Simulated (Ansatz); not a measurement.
# CH₅BO₂Si: one species, many methods

How much do the methods differ for CH₅BO₂Si? The plan is to run it at one geometry with functionals of several rungs and with coupled cluster, and see how far each lands from CCSD(T) at the basis-set limit for the atomisation energy.

The runs use Ansatz 0.2.0, Gaussian basis; functionals in def2-TZVPP, the program's frozen cores in correlated methods.

The runs, in order: PBE-D4, r2SCAN-D4, PBE0-D4, B3LYP-D4, ωB97X-V, ωB97M-V, B2PLYP; CCSD(T)/def2-TZVPP; MP2/def2-QZVPP; extrapolation to the limit.

**1. Structure used throughout**

An earlier PBE0-D4 in a triple-zeta def2 set relaxation fixed the geometry.

SMILES `O=C([SiH3])BO`, 10 atoms, charge 0, spin multiplicity 1.

Atoms are counted from 1 here; the program's logs count them from 0.

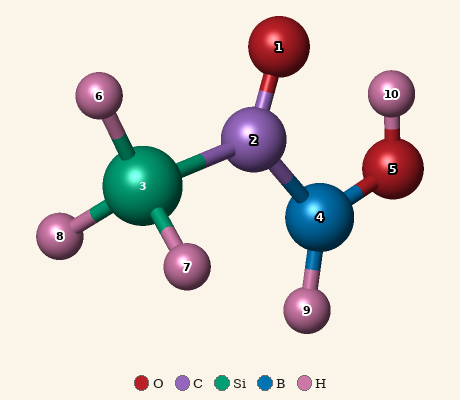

The geometry (oxygen red, carbon purple, silicon teal, boron blue, hydrogen pink); atoms are numbered from 1 in the order of the file.

**2. PBE-D4 (GGA)**

in.yaml reads:

```yaml
crystal:
  periodic: [false, false, false]
  atoms:
    - {symbol: O, position_ang: [0.135581, 1.691729, 0.112575]}
    - {symbol: C, position_ang: [0.045016, 0.475920, 0.027858]}
    - {symbol: Si, position_ang: [-0.091002, -0.612432, 1.613561]}
    - {symbol: B, position_ang: [0.048764, -0.116729, -1.489226]}
    - {symbol: O, position_ang: [0.150825, 0.817260, -2.436823]}
    - {symbol: H, position_ang: [-0.058467, 0.233380, 2.830071]}
    - {symbol: H, position_ang: [1.041090, -1.577498, 1.603808]}
    - {symbol: H, position_ang: [-1.362438, -1.380496, 1.531320]}
    - {symbol: H, position_ang: [-0.029871, -1.271713, -1.784507]}
    - {symbol: H, position_ang: [0.203602, 1.689480, -2.005838]}
basis:
  gaussian: {orbitals: def2-TZVPP}
hamiltonian: {xc: pbe, dispersion: d4}
output: {forces: true, orbitals: {seedname: orbitals}}
```

On the command line:

```sh
$ ansatz run in.yaml --threads 4 --pin off --events-out ev --progress --plain --max-ram 10444MiB
```

Further steps of the session: r2SCAN-D4 (meta-GGA); PBE0-D4 (hybrid); B3LYP-D4 (hybrid); ωB97X-V (range-separated); ωB97M-V (range-separated); B2PLYP (double hybrid); CCSD(T) in def2-TZVPP; MP2 in def2-QZVPP.

**Question.** What will the summary of the whole plan be? Wanted: atomisation energy, CCSD(T)/CBS; farthest; mean size of error, hybrid; mean size of error, range-separated; gap, smallest and largest; T1 diagnostic; triples share of the correlation energy.

The runs gave:

```
                               quantity                                value
        atomisation energy, CCSD(T)/CBS                       901.8 kcal/mol
functionals within 4.5 kcal/mol (0.5 %)           PBE0-D4, B3LYP-D4, ωB97X-V
                               farthest              PBE-D4 (+21.2 kcal/mol)
             mean size of error, hybrid                         1.6 kcal/mol
    mean size of error, range-separated                         4.5 kcal/mol
              gap, smallest and largest  1.83 eV (PBE-D4), 9.03 eV (ωB97X-V)
                          T1 diagnostic                               0.0163
triples share of the correlation energy                                3.9 %
```

What this shows: PBE-D4 misses by +21.2 kcal/mol. Double hybrids carry the basis error of their MP2 part in triple zeta, and no dispersion term here, so their miss is partly the set-up's. Misses under about 4.5 kcal/mol are within the doubt on the reference itself, which lacks core-valence correlation, relativity and higher excitations. Hartree-Fock recovers 72 % of the binding; the rest is correlation. Orbital gaps span 1.8 to 9.0 eV; exact exchange widens them.
